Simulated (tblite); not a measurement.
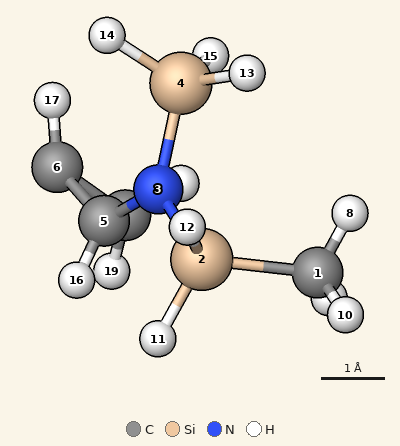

Figure 1. The structure (ball-and-stick view, seen at a tilt; atoms are numbered from 1 in the order of the input). Bond lengths as drawn: C–C 1.45 to 1.54 Å, C–H 1.07 to 1.09 Å, C–N 1.42 Å, C–Si 1.90 Å, H–Si 1.46 to 1.47 Å and N–Si 1.74 to 1.75 Å.

Frequency calculation, with input and output: C4H12NSi2

System: C4H12NSi2, multiplicity 2.
Method: GFN2-xTB harmonic vibrations, gas phase (tblite 0.8.0).

It belongs to a series of runs on one base structure; here: H removed from sp3 C.

**Input**
```
{"job": {"kind": "ir", "xc": "GFN2-xTB", "basis": "xTB"}, "charge": 0, "multiplicity": 2}
C      2.185762    -1.332605     0.807810
Si     1.039141     0.043531     1.434536
N     -0.081306     0.517890     0.178105
Si     0.426859     1.370475    -1.252023
C     -1.451531     0.165080     0.317295
C     -2.486468     0.640916    -0.585361
C     -2.158787    -0.784119    -0.666650
H      2.744548    -1.008708    -0.065569
H      1.629031    -2.223539     0.529274
H      2.902024    -1.616896     1.572417
H      0.225843    -0.434957     2.557409
H      1.810572     1.225226     1.832720
H      1.885728     1.394812    -1.197403
H     -0.104202     2.736608    -1.245723
H     -0.013686     0.658948    -2.455518
H     -1.722165    -0.017481     1.351863
H     -2.391023     1.356486    -1.378190
H     -1.644862    -1.167158    -1.542256
H     -2.805280    -1.515257    -0.200195
```

The first line tells a small driver script what to run in tblite; the rest is the geometry in Å.

Run on 1 CPU thread, shared host.

Launched with:
```bash
OMP_NUM_THREADS=1 python <driver script> task.json out
```

**Log**
```
mode    cm-1     km/mol
  1      18.6      0.32
  2      45.3      0.30
  3     114.2      0.15
  4     132.1      1.21
  5     163.0      3.44
  6     190.8      2.68
  7     216.8      4.33
  8     241.3      4.13
  9     372.5      4.83
 10     400.7      3.27
 11     460.2     46.44
 12     539.3      4.07
 13     575.4     73.55
 14     598.1     11.31
 15     616.2     30.00
 16     657.8    159.69
 17     701.8     98.13
 18     753.7     54.48
 19     773.5    185.26
 20     785.9    249.15
 21     792.6    253.04
 22     806.9    207.40
 23     824.5    254.62
 24     840.2     93.91
 25     841.6    130.14
 26     864.4     87.46
 27     923.7    103.36
 28     974.7    131.26
 29    1004.0      2.74
 30    1022.0    173.21
 31    1055.1      2.55
 32    1075.7     74.35
 33    1203.5    127.35
 34    1292.2      9.85
 35    1367.4     16.62
 36    1381.7     86.51
 37    1447.6     36.89
 38    1482.3      0.05
 39    1484.4      0.34
 40    2215.5    250.80
 41    2222.1    434.31
 42    2233.0    345.43
 43    2234.0    182.10
 44    2281.0    314.14
 45    2987.8     14.80
 46    3005.9     54.36
 47    3030.8     22.13
 48    3038.5     23.32
 49    3043.4     24.59
 50    3047.1     29.48
 51    3119.0     63.38
```

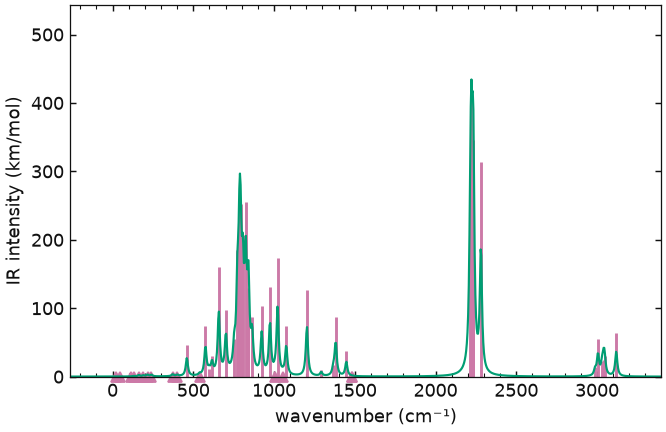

Figure 2. Harmonic infrared spectrum, unscaled: sticks (degenerate modes added up, dark ones marked on the axis) with a Lorentzian envelope of 16 cm⁻¹ full width, scaled to the tallest stick. 51 modes from 19 to 3119 cm⁻¹, none imaginary. The strongest line is at 2222 cm⁻¹ (434 km/mol).

**Summary**

| quantity | value |
| --- | --- |
| outcome | converged |
| total energy | −571.1978 eV |
| zero-point energy | 87.9180 kcal/mol |
| wall time | 0.84 s |
| peak memory | 0.18 GiB |
